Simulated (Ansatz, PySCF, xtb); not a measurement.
Torsion H3–B1–C2–H5 in CH5B (SMILES BC); at each angle all else is relaxed with GFN2-xTB, and the levels are single points there.
Geometry at 80° (charge 0, multiplicity 1):
```csv
atom,x (Å),y (Å),z (Å)
B,0.8949,0.0844,-0.0018
C,-0.6642,-0.0423,-0.0389
H,1.5579,-0.8792,-0.0383
H,1.4087,1.1303,0.1022
H,-0.9925,-0.3013,0.9703
H,-1.0178,-0.8485,-0.6785
H,-1.1877,0.8702,-0.3126
```
Energies count from the point at 80°.

Correlated levels freeze the cores. CBS: X⁻³ extrapolation of the correlation energy, Hartree–Fock from the larger set. Rows in 3-21G, 6-311+G**, STO-3G carry no dispersion term and start afresh at each structure.

The values were computed with Ansatz (a first-principles code); PySCF for 3-21G rows, 6-311+G** rows, STO-3G rows; xtb for the GFN methods. Each number belongs to the level named beside it.

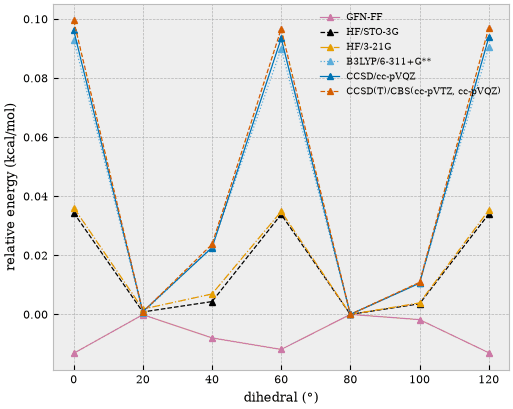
Figure: Relative energy along the coordinate

Task: Read off the GFN-FF curve at dihedral = 120.

Result: about -0.013 kcal/mol
